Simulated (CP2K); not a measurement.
Band structure of YSe (Fm-3m, 2 atoms in the cell).

```
YSe
1.0
    4.07065     0.00000     0.00000
    2.03533     3.52529     0.00000
    2.03533     1.17510     3.32367
Y Se
1 1
Direct
  0.50000   0.50000   0.50000
  0.00000   0.00000   0.00000
```

Method: PBEsol, GPW, DZVP-MOLOPT-SR-GTH basis, GTH-PBE potentials (GTH_POTENTIALS) (CP2K 2026.2).

Settings: CUTOFF = 500 Ry; REL_CUTOFF = 60 Ry; SMEAR/METHOD = GAUSSIAN; SIGMA = 0.2 eV; KPOINTS/SCHEME = MONKHORST-PACK 8 8 8; GAMMA_CENTERED = T; XC_FUNCTIONAL = PBE:PBESOL; Y/BASIS_SET = DZVP-MOLOPT-SR-GTH-q11; Y/POTENTIAL = GTH-PBE-q11; Se/BASIS_SET = DZVP-MOLOPT-SR-GTH-q6; Se/POTENTIAL = GTH-PBE-q6; METHOD = GPW; EPS_DEFAULT = 1e-10; EXTRAPOLATION = USE_GUESS.

The starting cell comes from a database of computed structures (which also holds hypothetical and non-ambient phases and stackings), without a prior relaxation at this level. Values carry the incompleteness of an atom-centred basis. The potentials were made for another functional than the one used.

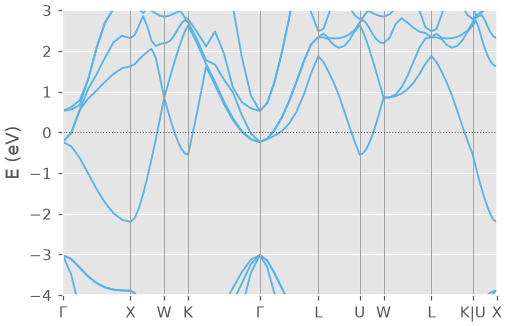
Bands along the path, energies from the Fermi level.

Levels in eV from the Fermi level, bands 5 to 10:
```json
[
 {"point": "Γ", "5": "-15.11", "6": "-3.02", "7": "-3.02", "8": "-3.02", "9": "-0.23", "10": "-0.23"},
 {"point": "X", "5": "-14.51", "6": "-5.48", "7": "-3.89", "8": "-3.89", "9": "-2.20", "10": "1.62"},
 {"point": "W", "5": "-14.31", "6": "-5.17", "7": "-5.08", "8": "-5.08", "9": "0.85", "10": "0.85"},
 {"point": "K", "5": "-14.32", "6": "-5.40", "7": "-5.31", "8": "-4.42", "9": "-0.55", "10": "2.63"},
 {"point": "L", "5": "-14.05", "6": "-6.89", "7": "-4.87", "8": "-4.87", "9": "1.88", "10": "2.34"},
 {"point": "U", "5": "-14.32", "6": "-5.40", "7": "-5.31", "8": "-4.42", "9": "-0.55", "10": "2.63"}
]
```

Bands cross the Fermi level along this path, so the cell is metallic at this level.

Higher empty bands are left out: an atom-centred basis made for the valence describes them poorly.
